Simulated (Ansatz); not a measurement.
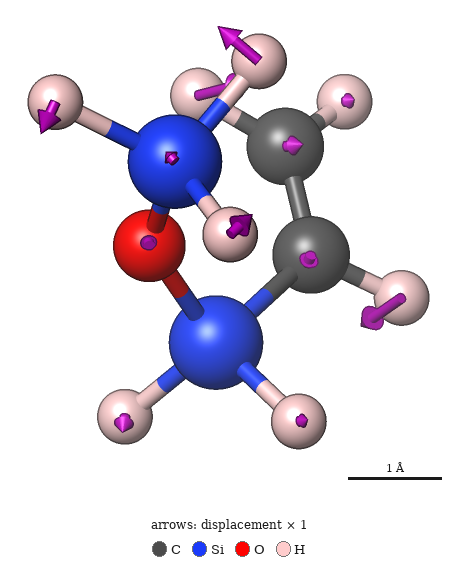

This is a relaxation of C₂H₈OSi₂ (coarse preliminary run). The starting structure is drawn; purple arrows show the displacements, at their true length. The two geometries are superimposed by the best rigid fit.

A ball-and-stick model, seen from a free direction.

The start comes from a force field.

All numbers below come from RKS PBE-D4/def2-SVP (Ansatz 0.2.0).

Input
```yaml
crystal:
  periodic: [false, false, false]
  atoms:
    - {symbol: C, position_ang: [0.042900, 1.979800, -0.978000]}
    - {symbol: C, position_ang: [0.039400, 0.793900, -1.524300]}
    - {symbol: Si, position_ang: [-0.744300, -0.725400, -0.848000]}
    - {symbol: O, position_ang: [-0.577200, -0.773600, 0.813100]}
    - {symbol: Si, position_ang: [0.460900, -1.052200, 1.994000]}
    - {symbol: H, position_ang: [0.477900, 2.878200, -1.486000]}
    - {symbol: H, position_ang: [-0.494900, 2.236900, -0.052400]}
    - {symbol: H, position_ang: [0.607900, 0.654700, -2.465100]}
    - {symbol: H, position_ang: [-0.002500, -1.889400, -1.346500]}
    - {symbol: H, position_ang: [-2.125800, -0.798800, -1.238600]}
    - {symbol: H, position_ang: [-0.220000, -0.966200, 3.354000]}
    - {symbol: H, position_ang: [1.080200, -2.382600, 1.865400]}
    - {symbol: H, position_ang: [1.476000, 0.010100, 1.927200]}
basis:
  gaussian: {orbitals: def2-SVP}
hamiltonian: {xc: pbe, dispersion: d4}
relax: {f_tol: 0.03, max_steps: 200}
```

Atoms of which element are displaced furthest, and by how much?

Answer. Hydrogen: up to 0.85 Å, against 0.24 Å for carbon.

Describe the change and its energy.

Answer. The largest move after the best rigid fit is that of H7, 0.85 Å. By element the largest moves are H 0.85 Å, C 0.24 Å, O 0.17 Å, Si 0.16 Å. Some distances before and after: O4–Si5 1.597 → 1.673 Å, Si3–H10 1.438 → 1.504 Å, C1–C2 1.306 → 1.348 Å, Si3–H9 1.468 → 1.509 Å. Among the angles between lasting bonds that change: O4–Si3–H9 105.3° → 109.9°, C1–C2–Si3 126.7° → 122.9°, H6–C1–H7 112.6° → 116.4°. Groups turn about C2–Si3 by about 35°, O4–Si5 by about 30°. The energy falls by 35.8 kJ/mol in 17 accepted moves (19 points after the start). The largest force component goes from 3.1 to 0.013 eV/Å. The line search rejected the trial steps at points 4, 15 of the run. The run took of the order of 100 core-seconds on a shared host.
